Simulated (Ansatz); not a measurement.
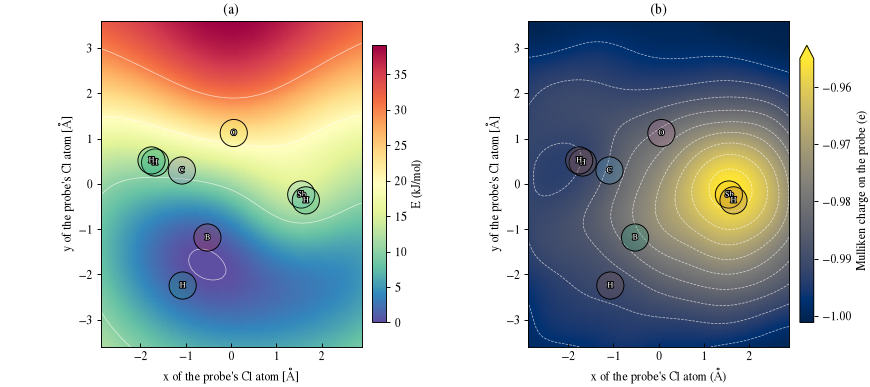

CH₄BOSb (SMILES [BH]1C[O][SbH]1) with the probe Cl-. The probe is moved over a plane parallel to the molecule's main plane, 4.01 Å above it. The first coordinate is: x of the probe's Cl atom; the second: y of the probe's Cl atom. Nothing is relaxed (molecule and probe rigid). The scan uses a 9 × 11 grid. Energies are in kJ/mol, from the lowest grid point. These are results of Ansatz 0.2.0, RHF/def2-SVPD, not measurements.

Panel (a) is the energy; panel (b) is the computed Mulliken charge on the probe, in e.

The picture shows a smooth colour map with a few white contour lines, labelled circles for the molecule's atoms, projected on the plane. Between grid points the surface is interpolated.

> How does the Mulliken charge on the probe vary over the map, and what is it at the lowest grid point?

Leaving out the highest fifth of the energies, it runs from −1.00 e at x of the probe's Cl atom = 2.88 Å, y of the probe's Cl atom = −3.60 Å to −0.95 e at x of the probe's Cl atom = 1.44 Å, y of the probe's Cl atom = 0.00 Å [nearest 1 H at 2.34 Å]. At the lowest grid point, x of the probe's Cl atom = −0.72 Å, y of the probe's Cl atom = −1.44 Å [nearest 1 H at 3.47 Å], it is −0.98 e.
